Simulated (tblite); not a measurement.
System: H3Si (anion, charge -1), singlet: map of symmetric stretch and umbrella angle. Scanned: Si-H bond length and angle between the Si-H bonds and the threefold axis (90 = planar).

Cartesian coordinates as functions of the variables (Å; names that start with a are angles):
```
Si  0  0  0
H  r*sin(a)*cos(0*2*pi/3+0)  r*sin(a)*sin(0*2*pi/3+0)  0+r*cos(a)
H  r*sin(a)*cos(1*2*pi/3+0)  r*sin(a)*sin(1*2*pi/3+0)  0+r*cos(a)
H  r*sin(a)*cos(2*2*pi/3+0)  r*sin(a)*sin(2*2*pi/3+0)  0+r*cos(a)
```

Computed with GFN2-xTB, 300 K electronic temperature (tblite 0.5.0).

Energy in eV above the lowest grid point; x is the Si-H bond length (Å), y the angle between the Si-H bonds and the threefold axis (90 = planar) (°).

```
y \ x    1.36    1.43    1.50    1.57    1.64    1.71    1.78    1.85    1.93
-----  ------  ------  ------  ------  ------  ------  ------  ------  ------
130    24.387  23.886  23.674  23.637  23.701  23.819  23.948  24.039  24.213
126         —  23.517  23.359  23.364  23.458  23.598  23.743  23.845  24.027
122     4.037  23.281  23.174  23.215  23.337  23.495  23.652  23.761  23.947
118         —  23.142  23.093  23.172  23.319  23.495  23.662  23.776  23.962
114         —       —  23.094  23.216  23.391  23.585  23.762  23.881  24.064
110     1.563   2.948  23.150  23.330  23.540  23.756  23.945  24.069  24.246
106     0.984   2.421   3.740  23.490  23.752  23.999  24.204  24.334  24.504
102     0.544       —   3.365  23.651  23.999  24.298  24.532  24.673  24.835
98      0.238       —       —   4.316  24.221  24.617  24.913  25.081  25.237
94      0.059   1.558   2.937   4.167   5.241  24.852  25.291  25.545  25.710
90      0.000   1.501   2.884   4.118       —  24.922  25.437  25.910  26.268
```

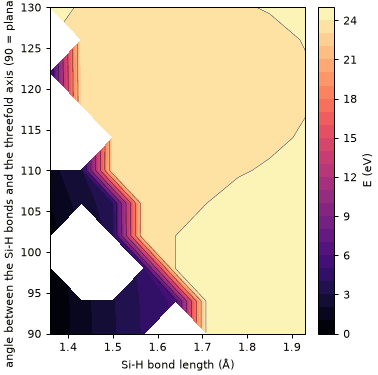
Energy surface, cut off at 25 eV.

Points that lie below all their neighbours on the grid (none is named beside a point without a result): x = 1.36, y = 90 on the edge of the grid (0.000 eV).

Dashes: no converged value, or the column stops at the first point that the program doubted or that broke a chosen test of continuity, which isn't proof of a fault.
